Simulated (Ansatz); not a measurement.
**SiH3Cl (chlorosilane) at B3LYP/6-31G(d) (spherical functions)**

Aim: the electronic atomisation energy of SiH3Cl (chlorosilane) at B3LYP/6-31G* (spherical functions), from 4 runs. 

Program for the calculation: Ansatz 0.2.0.

60 further runs of the same task are left out: 2 that didn't finish, 58 set aside as unsound or not needed.

### Step 1. The molecule

SiH3Cl: 5 atoms, total charge 0, spin state singlet. As SMILES, `[SiH3]Cl`. The coordinates come from a PBE0-D4/def2-TZVP relaxation.

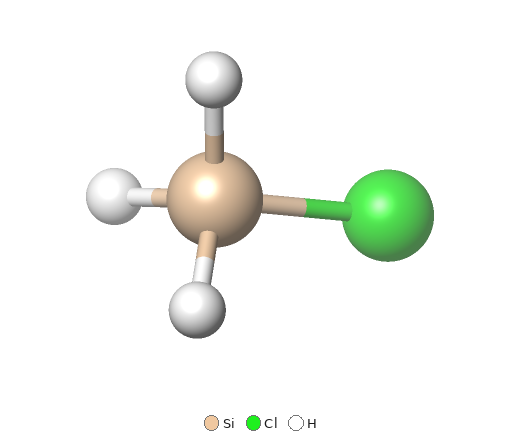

The structure, seen from a chosen angle (silicon light orange, chlorine green, hydrogen white).

### Step 2. The energy at B3LYP/6-31G(d) (spherical functions)

Contents of in.yaml:

```yaml
crystal:
  periodic: [false, false, false]
  atoms:
    - symbol: Si
      position_ang: [-0.112000, 0.018600, -0.030900]
    - symbol: Cl
      position_ang: [1.838300, -0.513500, 0.329900]
    - symbol: H
      position_ang: [-0.950900, -0.488300, 1.079100]
    - symbol: H
      position_ang: [-0.534700, -0.585700, -1.314900]
    - symbol: H
      position_ang: [-0.190800, 1.495400, -0.104700]
basis:
  gaussian:
    orbitals: 6-31G_st_-spherical.json
hamiltonian:
  xc: {name: B3LYP}
accuracy: high
output: {orbitals: {seedname: orbitals}}
```

The basis set 6-31G* is read from a file made from the Basis Set Exchange's data (not shown).

The run is started by

```
$ ansatz run in.yaml --threads 1 --pin off --max-ram 3480MiB --events-out events.jsonl --progress --plain --runs-dir runs
```

The log of the run:

```text
Warning: RAYON_NUM_THREADS=1 ignored (pool sized by the plan → 1); use --threads N
Functional definition: B3LYP
  name "B3LYP"
  parameter a0 = 0.2
  parameter ax = 0.72
  parameter ac = 0.81
  exchange = (1 - a0 - ax)*slater_x + ax*b88_x + a0*exact_x
  correlation = (1 - ac)*vwn_rpa_c + ac*lyp_c
854 factors; integrals over basis functions are off by at most 4.0e-9 eV
mean field evaluation 1: about -20449.6361 eV, gradient 1.0e1 eV
mean field evaluation 2: about -20449.8127 eV, gradient 7.4e0 eV
mean field evaluation 4: about -20449.9637 eV, gradient 2.6e-1 eV
mean field evaluation 8: about -20450.0603 eV, gradient 1.4e-2 eV
mean field evaluation 16: about -20450.0603 eV, gradient 1.0e-6 eV
mean field -20450.06027117 eV, -751.5258534168 hartree, gradient 2.2e-8 eV, S^2 0.000000; 0 other end points of the search recorded, 0 dependent functions left out
reference -20450.06030518 eV, -751.5258546666 hartree; 17, 17 occupied and 25, 25 virtual orbitals, 854 factors
Total energy: -20450.06030518 eV, -751.5258546666 hartree
```

Wall time 1.9 s (1 thread of Intel Xeon Platinum 8375C at 2.90GHz (Ice Lake), shared host); peak memory 0.14 GiB.

### Step 3. The Cl atom

Contents of in.yaml:

```yaml
crystal:
  periodic: [false, false, false]
  atoms:
    - symbol: Cl
      position_ang: [0.000000, 0.000000, 0.000000]
basis:
  gaussian:
    orbitals: 6-31G_st_-spherical.json
magnetization:
  spin_polarized: true
  initial_magnetization: 1
hamiltonian:
  xc: {name: B3LYP}
accuracy: high
```

The basis set 6-31G* is read from a file made from the Basis Set Exchange's data (not shown).

Run the same way, it converges to -460.13279 Eh (log not shown).

### Step 4. The H atom

Contents of run.yaml:

```yaml
crystal:
  periodic: [false, false, false]
  atoms:
    - {symbol: H, position_ang: [0.000000, 0.000000, 0.000000]}
basis:
  gaussian:
    orbitals: "6-31G*"
magnetization:
  spin_polarized: true
  initial_magnetization: 1
hamiltonian:
  xc: {name: B3LYP}
accuracy: high
```

The run is started by

```
$ ansatz run run.yaml --threads 1 --pin off --max-ram 3480MiB --events-out events.jsonl --progress --plain --runs-dir runs
```

The log of the run (excerpt; [...] marks lines left out):

```text
Warning: RAYON_NUM_THREADS=1 ignored (pool sized by the plan → 1); use --threads N
[... 7 set-up lines as earlier in the session ...]
3 factors; integrals over basis functions are off by at most 5.4e-10 eV
mean field evaluation 1: about -13.6135 eV, gradient 2.1e-1 eV
mean field evaluation 2: about -13.6127 eV, gradient 2.0e-1 eV
mean field evaluation 4: about -13.6131 eV, gradient 4.2e-7 eV
mean field evaluation 8: about -13.6131 eV, gradient 8.0e-10 eV
mean field -13.61309805 eV, -0.5002721262 hartree, gradient 8.6e-9 eV, S^2 0.750000; 0 other end points of the search recorded, 0 dependent functions left out
reference -13.61311596 eV, -0.5002727842 hartree; 1, 0 occupied and 1, 2 virtual orbitals, 3 factors
Total energy: -13.61311596 eV, -0.5002727842 hartree
```

Run time: 0.08 s. Hardware: 1 thread of Intel Xeon Platinum 8375C at 2.90GHz (Ice Lake), shared host.

### Step 5. The Si atom

Contents of in.yaml:

```yaml
crystal:
  periodic: [false, false, false]
  atoms:
    - {symbol: Si, position_ang: [0.000000, 0.000000, 0.000000]}
basis:
  gaussian:
    orbitals: 6-31G_st_-spherical.json
magnetization:
  spin_polarized: true
  initial_magnetization: 2
hamiltonian:
  xc: {name: B3LYP}
accuracy: high
```

The basis set 6-31G* is read from a file made from the Basis Set Exchange's data (not shown).

Run the same way, it converges to -289.36979 Eh (log not shown).

### Step 6. What came out

Level: B3LYP/6-31G* (spherical functions).

| quantity | value |
| --- | --- |
| molecule: total energy | -751.52585 Eh |
| molecule: HOMO energy | -8.66 eV |
| molecule: LUMO energy | -0.24 eV |
| molecule: HOMO–LUMO gap | 8.42 eV |
| Cl atom: total energy | -460.13279 Eh |
| Cl atom: ⟨S²⟩ | 0.752 |
| H atom: total energy | -0.50027 Eh |
| H atom: ⟨S²⟩ | 0.750 |
| Si atom: total energy | -289.36979 Eh |
| Si atom: ⟨S²⟩ | 2.002 |
| electronic atomisation energy | 14.217 eV |

**Reading.** Taking the molecule apart into free atoms costs 14.22 eV (328 kcal/mol), before zero-point energy and without spin-orbit coupling.
